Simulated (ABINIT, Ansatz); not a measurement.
# Li3OCl (Pm-3m): bands and cutoff in G0W0 with ABINIT

Wanted: a converged G0W0 gap of Li3OCl (Pm-3m), or an estimate of the limit.

Program: ABINIT 10.8.3. Level of theory: PBEsol and many-body steps on it, plane waves. Results are calculated unless marked as measured.

### 1. The starting structure

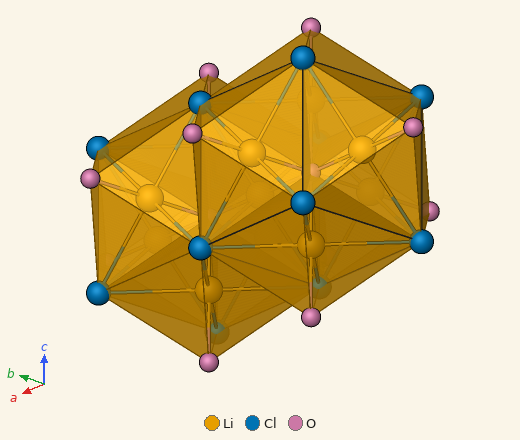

The cell as given, from a free direction (lithium orange, chlorine blue, oxygen pink). 2×1×1 cells are drawn. Some periodic images of atoms are drawn too.

The cell and positions are those that the Materials Project relaxed with its own functionals (PBE, PBE+U or r2SCAN), kept fixed.

### 2. Empty states on the mesh, 4×4×4 mesh, 154 bands

This step: ABINIT 10.8.3; DFT, PBEsol, plane waves, norm-conserving pseudopotentials.

The sums over transitions need many empty states on a uniform mesh; this step solves for them.

The input, run.abi:

```
acell 3*1.0 Angstrom
rprim 
  3.908337000000 0.000000000000 0.000000000000
  0.000000000000 3.908337000000 0.000000000000
  0.000000000000 0.000000000000 3.908337000000
ntypat 3
znucl 3 17 8
natom 5
typat 1 1 1 2 3
xred 
  0.000000000000 0.500000000000 0.500000000000
  0.500000000000 0.000000000000 0.500000000000
  0.500000000000 0.500000000000 0.000000000000
  0.000000000000 0.000000000000 0.000000000000
  0.500000000000 0.500000000000 0.500000000000
pp_dirpath "pseudos"
pseudos "Li.upf, Cl.upf, O.upf"
ecut 36
ngkpt 4 4 4
nshiftk 1
shiftk 0 0 0
kptopt 1
chksymbreak 0
irdden 1
istwfk *1
nband 154
prtvol 0
optdriver 6
gwr_task "HDIAGO"
paral_kgb 0
occopt 1
indata_prefix "in"
outdata_prefix "out"
tmpdata_prefix "tmp"
```

Started as:

```console
$ OMP_NUM_THREADS=1 mpirun -n 4 abinit run.abi > log
```

The log of the run:

```text
.Version 10.8.3 of ABINIT. v10.8.2 released Aug 2026.

 Symmetries : space group Pm -3 m (#221); Bravais cP (primitive cubic)
[... echo of the input left out ...]
== DATASET  1 ==================================================================
-   mpi_nproc: 4, omp_nthreads: 1 (-1 if OMP is not activated)

--- !DatasetInfo
iteration_state: {dtset: 1, }
dimensions: {natom: 5, nkpt: 10, mband: 154, nsppol: 1, nspinor: 1, nspden: 1, mpw: 4224, }
cutoff_energies: {ecut:  36.0, pawecutdg:  -1.0, }
[...]
Indirect band gap semiconductor
 Fundamental gap:     4.610 (eV)
   VBM:     1.281 (eV) at k: [ 5.0000E-01,  5.0000E-01,  0.0000E+00]
   CBM:     5.892 (eV) at k: [ 0.0000E+00,  0.0000E+00,  0.0000E+00]
 Direct gap:         4.712 (eV) at k: [ 5.0000E-01,  5.0000E-01,  0.0000E+00]

== END DATASET(S) ==============================================================
================================================================================

 -outvars: echo values of variables after computation  --------
           etotal      0.0000000000E+00
            nband         154
             nkpt          10
          spgroup         221
 [... the other variables as echoed above ...]

 Calculation completed.
```

It took 3 min on 4 MPI ranks of Intel Xeon Platinum 8259CL at 2.50GHz (Skylake/Cascade Lake), shared host; peak memory 4 GiB; 12 min of CPU time.

Numbers from this step:

```yaml
gap: 4.610 eV
k_of_the_valence_top: 0.5, 0.5, 0
k_of_the_conduction_bottom: 0, 0, 0
least_direct_gap: 4.712 eV
k_points_computed: 10
lowest_point_of_the_top_converged_band_above_the_valence_top: 90.9367 eV
```

On this mesh the gap is 4.610 eV.

The density comes from a self-consistent run that is not shown.

### 3. Screening, 4×4×4 mesh, 27 bands, screening to 62.6 eV

The RPA dielectric matrix is built and inverted for each q.

This step: RPA screening on PBEsol, plane waves, norm-conserving pseudopotentials.

Edit run.abi of step 2 so:

```diff
@@ -23,10 +23,11 @@
 chksymbreak 0
-irdden 1
 istwfk *1
-nband 154
-prtvol 0
-optdriver 6
-gwr_task "HDIAGO"
-paral_kgb 0
 occopt 1
+irdwfk 1
+optdriver 3
+nband 27
+ecuteps 2.3
+inclvkb 2
+awtr 1
+symchi 1
 indata_prefix "in"
```

The log of the run:

```text
.Version 10.8.3 of ABINIT. v10.8.2 released Aug 2026.

 Symmetries : space group Pm -3 m (#221); Bravais cP (primitive cubic)
[... echo of the input left out ...]
== DATASET  1 ==================================================================
-   mpi_nproc: 4, omp_nthreads: 1 (-1 if OMP is not activated)

--- !DatasetInfo
iteration_state: {dtset: 1, }
dimensions: {natom: 5, nkpt: 10, mband: 27, nsppol: 1, nspinor: 1, nspden: 1, mpw: 4224, }
cutoff_energies: {ecut:  36.0, pawecutdg:  -1.0, }
electrons: {nelect:   2.20000000E+01, charge:   0.00000000E+00, occopt:   1.00000000E+00, tsmear:   1.00000000E-02, }

 SCREENING: Calculation of the susceptibility and dielectric matrices

 Based on a program developped by R.W. Godby, V. Olevano, G. Onida, and L. Reining.
 Incorporated in ABINIT by V. Olevano, G.-M. Rignanese, and M. Torrent.
.Using double precision arithmetic ; gwpc =  8

[... cell and pseudopotentials left out ...]
--------------------------------------------------------------------------------

 ==== K-mesh for the wavefunctions ====
 Number of points in the irreducible wedge :    10
[... list of points left out ...]
 Together with 48 symmetry operations and time-reversal symmetry
 yields    64 points in the full Brillouin Zone.

 ==== Q-mesh for the screening function ====
 Number of points in the irreducible wedge :    10
[... list of points left out ...]
 Together with 48 symmetry operations and time-reversal symmetry
 yields    64 points in the full Brillouin Zone.

 setmesh: FFT mesh size selected  =    25x   25x   25
          total number of points  =        15625

 vcoul_init : cutoff-mode = AUXILIARY_FUNCTION
 q-points for optical limit:   1
     1)      0.000010    0.000020    0.000030

- screening: taking advantage of time-reversal symmetry
- Maximum band index for partially occupied states nbvw = 11
- Remaining bands to be divided among processors   nbcw = 16
- Number of bands treated by each node ~4

 Number of electrons calculated from density =   22.0000; Expected =   22.0000
 average of density, n =  0.054607
 r_s =    1.6351
 omega_plasma =   22.5414 [eV]

 calculating chi0 at frequencies [eV] :
  1    0.000000E+00    0.000000E+00
  2    0.000000E+00    2.254139E+01

--------------------------------------------------------------------------------
  q-point number  1        q = ( 0.000000, 0.000000, 0.000000) [r.l.u.]
--------------------------------------------------------------------------------
[... chi0 elements left out ...]
 For q-point:  0.000010 0.000020 0.000030
  dielectric constant =   2.9832
  dielectric constant without local fields =   3.3280

  Average fulfillment of the sum rule on Im[epsilon] for q-point    1 :     23.97  [%]
[... wings left out ...]
  q-point number  2        q = ( 0.250000, 0.000000, 0.000000) [r.l.u.]
--------------------------------------------------------------------------------
[... chi0 elements left out ...]
  Average fulfillment of the sum rule on Im[epsilon] for q-point    2 :     44.27  [%]

 [... 8 further q-points ...]
```

Run time: 15 s. Hardware: 4 MPI ranks; peak memory 0.63 GiB; 58 s of CPU time.

This step gave:

| Property | Result |
| --- | --- |
| ε∞ with local fields, on this mesh, along the program's q direction | 2.983 |
| the same without local fields | 3.328 |
| plasma frequency | 22.54 eV |
| plane waves in the screening matrix | 81 |

Local fields lower ε∞ by 10 %. On a Γ-centred mesh this coarse the value itself is usually too large, while a short band sum pulls it down.

### 4. 27 bands, 62.6 eV

The self-energy is evaluated for the states that the input lists, and the levels follow from it, in one-shot runs by the linearised quasiparticle equation.

This step: G0W0 on PBEsol, plane waves, norm-conserving pseudopotentials.

Edit run.abi of step 3 so:

```diff
@@ -26,8 +26,17 @@
 irdwfk 1
-optdriver 3
+optdriver 4
 nband 27
+gwcalctyp 0
+ecutsigx 36
+symsigma 1
+nkptgw 2
+kptgw 
+  0.5000000000 0.5000000000 0.0000000000
+  0.0000000000 0.0000000000 0.0000000000
+bdgw 
+  10 13
+  9 14
 ecuteps 2.3
-inclvkb 2
-awtr 1
-symchi 1
+irdscr 1
+ppmodel 1
 indata_prefix "in"
```

The log of the run:

```text
.Version 10.8.3 of ABINIT. v10.8.2 released Aug 2026.

 Symmetries : space group Pm -3 m (#221); Bravais cP (primitive cubic)
[... echo of the input left out ...]
== DATASET  1 ==================================================================
-   mpi_nproc: 4, omp_nthreads: 1 (-1 if OMP is not activated)

--- !DatasetInfo
iteration_state: {dtset: 1, }
dimensions: {natom: 5, nkpt: 10, mband: 27, nsppol: 1, nspinor: 1, nspden: 1, mpw: 4224, }
cutoff_energies: {ecut:  36.0, pawecutdg:  -1.0, }
electrons: {nelect:   2.20000000E+01, charge:   0.00000000E+00, occopt:   1.00000000E+00, tsmear:   1.00000000E-02, }

 SIGMA: Calculation of the GW corrections

 Based on a program developped by R.W. Godby, V. Olevano, G. Onida, and L. Reining.
 Incorporated in ABINIT by V. Olevano, G.-M. Rignanese, and M. Torrent.
.Using double precision arithmetic ; gwpc =  8

[... cell and pseudopotentials left out ...]
--------------------------------------------------------------------------------

 ==== K-mesh for the wavefunctions ====
 Number of points in the irreducible wedge :    10
[... list of points left out ...]
 Together with 48 symmetry operations and time-reversal symmetry
 yields    64 points in the full Brillouin Zone.

 ==== Q-mesh for screening function ====
 Number of points in the irreducible wedge :    10
[... list of points left out ...]
 Together with 48 symmetry operations and time-reversal symmetry
 yields    64 points in the full Brillouin Zone.

 vcoul_init : cutoff-mode = AUXILIARY_FUNCTION
 q-points for optical limit:   1
     1)      0.000010    0.000020    0.000030
 setmesh: FFT mesh size selected  =    40x   40x   40
          total number of points  =        64000

 Number of electrons calculated from density =   22.0000; Expected =   22.0000
 average of density, n =  0.054607
 r_s =    1.6351
 omega_plasma =   22.5414 [eV]

 === KS Band Gaps ===
  >>>> For spin  1
   Minimum direct gap =   4.7122 [eV], located at k-point      :   0.5000  0.5000  0.0000
   Fundamental gap    =   4.6105 [eV], Top of valence bands at :   0.5000  0.5000  0.0000
                                       Bottom of conduction at :   0.0000  0.0000  0.0000
 SIGMA fundamental parameters:
 PLASMON POLE MODEL  1
 number of plane-waves for SigmaX                 4139
 number of plane-waves for SigmaC and W             81
 number of plane-waves for wavefunctions          4139
 number of bands                                    27
 number of independent spin polarizations            1
 number of spinorial components                      1
 number of k-points in IBZ                          10
 number of q-points in IBZ                          10
 number of symmetry operations                      48
 number of k-points in BZ                           64
 number of q-points in BZ                           64
 number of frequencies for dSigma/dE                 9
 frequency step for dSigma/dE [eV]                0.25
 number of omega for Sigma on real axis              0
 max omega for Sigma on real axis  [eV]           0.00
 zcut for avoiding poles [eV]                     0.10

 EPSILON^-1 parameters (SCR file):
 dimension of the eps^-1 matrix on file             81
 dimension of the eps^-1 matrix used                81
 number of plane-waves for wavefunctions          4139
 number of bands                                    27
 number of q-points in IBZ                          10
 number of frequencies                               2
 number of real frequencies                          1
 number of imag frequencies                          1

 matrix elements of self-energy operator (all in [eV])

 Perturbative Calculation

--- !SelfEnergy_ee
iteration_state: {dtset: 1, }
kpoint     : [   0.500,    0.500,    0.000, ]
spin       : 1
KS_gap     :    4.712
QP_gap     :    7.163
Delta_QP_KS:    2.451
data: !SigmaeeData |
     Band     E0 <VxcDFT>   SigX SigC(E0)      Z dSigC/dE  Sig(E)    E-E0       E
       10   1.281 -18.122 -23.553   4.380   0.782  -0.279 -18.944  -0.822   0.459
       11   1.281 -18.122 -23.553   4.380   0.782  -0.279 -18.944  -0.822   0.459
       12   5.994  -8.285  -3.738  -2.644   0.856  -0.168  -6.656   1.629   7.622
       13   7.931  -9.949  -5.125  -2.622   0.850  -0.176  -8.077   1.873   9.803

--- !SelfEnergy_ee
iteration_state: {dtset: 1, }
kpoint     : [   0.000,    0.000,    0.000, ]
spin       : 1
KS_gap     :    5.114
QP_gap     :    7.517
Delta_QP_KS:    2.403
data: !SigmaeeData |
     Band     E0 <VxcDFT>   SigX SigC(E0)      Z dSigC/dE  Sig(E)    E-E0       E
        9   0.778 -17.306 -22.721   4.296   0.782  -0.279 -18.181  -0.875  -0.097
       10   0.778 -17.306 -22.721   4.296   0.782  -0.279 -18.181  -0.875  -0.097
       11   0.778 -17.306 -22.721   4.296   0.782  -0.279 -18.181  -0.875  -0.097
       12   5.892  -9.939  -5.408  -2.729   0.848  -0.179  -8.411   1.528   7.420
       13   8.154  -8.619  -3.889  -2.584   0.854  -0.170  -6.786   1.834   9.988
       14   8.154  -8.619  -3.889  -2.584   0.854  -0.170  -6.786   1.834   9.988

== END DATASET(S) ==============================================================
================================================================================

 -outvars: echo values of variables after computation  --------
           etotal      0.0000000000E+00
            nband          27
             nkpt          10
          spgroup         221
 [... the other variables as echoed above ...]

 Calculation completed.
```

The job ended after 9.2 s (4 MPI ranks; peak memory 0.65 GiB).

Numbers from this step:

```
G0W0 gap on the points computed              : 6.961 eV
starting gap on the mesh                     : 4.610 eV
k of the valence top                         : 0.5, 0.5, 0
k of the conduction bottom                   : 0, 0, 0
Z at the valence top                         : 0.782
Z at the conduction bottom                   : 0.848
least direct G0W0 gap on the computed points : 7.163 eV
```

The gap on the mesh goes from 4.61 eV to 6.96 eV, a correction of +2.35 eV.

### 5. Screening, 4×4×4 mesh, 66 bands, screening to 114.3 eV

This step: RPA screening on PBEsol, plane waves, norm-conserving pseudopotentials.

Edit run.abi of step 4 so:

```diff
@@ -26,17 +26,8 @@
 irdwfk 1
-optdriver 4
-nband 27
-gwcalctyp 0
-ecutsigx 36
-symsigma 1
-nkptgw 2
-kptgw 
-  0.5000000000 0.5000000000 0.0000000000
-  0.0000000000 0.0000000000 0.0000000000
-bdgw 
-  10 13
-  9 14
-ecuteps 2.3
-irdscr 1
-ppmodel 1
+optdriver 3
+nband 66
+ecuteps 4.2
+inclvkb 2
+awtr 1
+symchi 1
 indata_prefix "in"
```

The log of the run:

```text
.Version 10.8.3 of ABINIT. v10.8.2 released Aug 2026.

 Symmetries : space group Pm -3 m (#221); Bravais cP (primitive cubic)
[... echo of the input left out ...]
== DATASET  1 ==================================================================
-   mpi_nproc: 4, omp_nthreads: 1 (-1 if OMP is not activated)

--- !DatasetInfo
iteration_state: {dtset: 1, }
dimensions: {natom: 5, nkpt: 10, mband: 66, nsppol: 1, nspinor: 1, nspden: 1, mpw: 4224, }
cutoff_energies: {ecut:  36.0, pawecutdg:  -1.0, }
electrons: {nelect:   2.20000000E+01, charge:   0.00000000E+00, occopt:   1.00000000E+00, tsmear:   1.00000000E-02, }

 SCREENING: Calculation of the susceptibility and dielectric matrices

 Based on a program developped by R.W. Godby, V. Olevano, G. Onida, and L. Reining.
 Incorporated in ABINIT by V. Olevano, G.-M. Rignanese, and M. Torrent.
.Using double precision arithmetic ; gwpc =  8

[... cell and pseudopotentials left out ...]
--------------------------------------------------------------------------------

 ==== K-mesh for the wavefunctions ====
 Number of points in the irreducible wedge :    10
[... list of points left out ...]
 Together with 48 symmetry operations and time-reversal symmetry
 yields    64 points in the full Brillouin Zone.

 ==== Q-mesh for the screening function ====
 Number of points in the irreducible wedge :    10
[... list of points left out ...]
 Together with 48 symmetry operations and time-reversal symmetry
 yields    64 points in the full Brillouin Zone.

 setmesh: FFT mesh size selected  =    27x   27x   27
          total number of points  =        19683

 vcoul_init : cutoff-mode = AUXILIARY_FUNCTION
 q-points for optical limit:   1
     1)      0.000010    0.000020    0.000030

- screening: taking advantage of time-reversal symmetry
- Maximum band index for partially occupied states nbvw = 11
- Remaining bands to be divided among processors   nbcw = 55
- Number of bands treated by each node ~13

 Number of electrons calculated from density =   22.0000; Expected =   22.0000
 average of density, n =  0.054607
 r_s =    1.6351
 omega_plasma =   22.5414 [eV]

 calculating chi0 at frequencies [eV] :
  1    0.000000E+00    0.000000E+00
  2    0.000000E+00    2.254139E+01

--------------------------------------------------------------------------------
  q-point number  1        q = ( 0.000000, 0.000000, 0.000000) [r.l.u.]
--------------------------------------------------------------------------------
[... chi0 elements left out ...]
 For q-point:  0.000010 0.000020 0.000030
  dielectric constant =   3.0142
  dielectric constant without local fields =   3.3988

  Average fulfillment of the sum rule on Im[epsilon] for q-point    1 :     53.18  [%]
[... wings left out ...]
  q-point number  2        q = ( 0.250000, 0.000000, 0.000000) [r.l.u.]
--------------------------------------------------------------------------------
[... chi0 elements left out ...]
  Average fulfillment of the sum rule on Im[epsilon] for q-point    2 :     66.41  [%]

 [... 8 further q-points ...]
```

Run time: 33 s. Hardware: 4 MPI ranks; peak memory 0.84 GiB.

Numbers from this step:

| Item | Value |
| --- | --- |
| ε∞ with local fields, on this mesh, along the program's q direction | 3.014 |
| the same without local fields | 3.399 |
| plasma frequency | 22.54 eV |
| plane waves in the screening matrix | 171 |

(Continued in part 2 of 2.)

[Paths, hosts, dates, memory and timing lines, banners, echoed tables and standing remarks are left out of the program output.]

[Logs are printed without paths, hosts, clocks, repeated set-up lines and the standing remarks that a program may print on its own settings, such as how far it seeks lower states.]

[Runs of the session that timed out or met a known fault of the program may be left out.]

[Hosts, paths, dates, database ids (printed as entryN), source tags and the programs' standing remarks are cut or masked in the printed files.]

[G0W0 gaps are taken among the corrected bands and points alone; a level outside them can change the order at an edge.]

[Where Ansatz stands beside ABINIT at settings called matched, ABINIT's density can come from a denser mesh and the files from another edition; pairs whose starting gaps differed by over 0.03 eV were left out, so agreement reads better than it is.]
